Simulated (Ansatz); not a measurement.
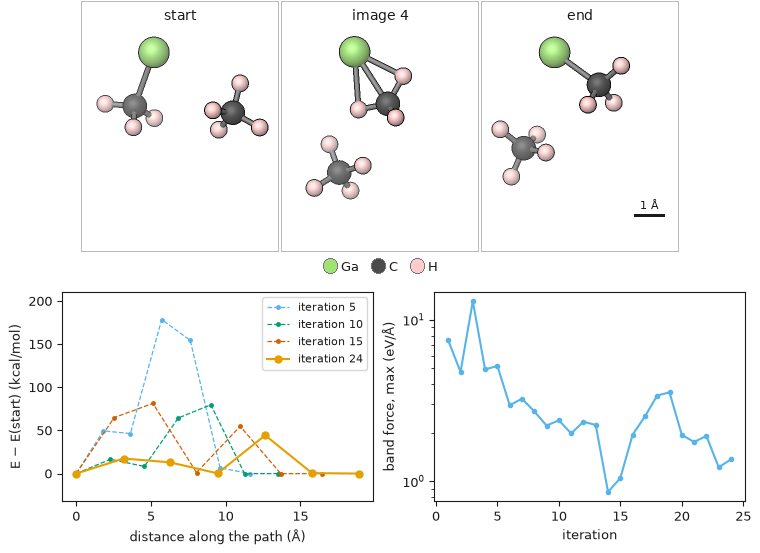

A search for the minimum-energy path of C$_{2}$H$_{7}$Ga, made up of CH3Ga and CH$_{4}$ by the nudged elastic band. Images are numbered from 0 (start) to 6 (end). The plot follows the band through its iterations. A ball-and-stick model, seen at a tilt.

Theory: Ansatz, RKS PBE0-D4/def2-SVP. Run with 5 movable images; climbing image.

Question: How did the profile develop, and is the result final?

Answer: The result isn't final. The run hit its time limit after 24 iterations, unconverged. The largest component of the band force went from 7.5 to 1.4 eV/Å. The barrier read from it is provisional: over the last two iterations the highest image moved from 53.2 kcal/mol to 44.4 kcal/mol. The largest force component is 0.28 eV/Å at the start and 0.28 eV/Å at the end; an end with forces this large is no minimum, and the barrier measured from it can be far off. The settings are unsound (end atoms swapped), so the numbers of this run aren't to be trusted. The first iteration put the highest image at 357.6 kcal/mol. The two ends have the same energy, and the highest point, image 4, lies 44.4 kcal/mol above the start. The profile has 2 maxima (images 1, 4) with a dip at image 3 (+0.2 kcal/mol), which on an unconverged band is provisional.

Limits of the set-up: the start holds two separate molecules, 2.9 Å apart at their closest, whose relative position is a soft coordinate.
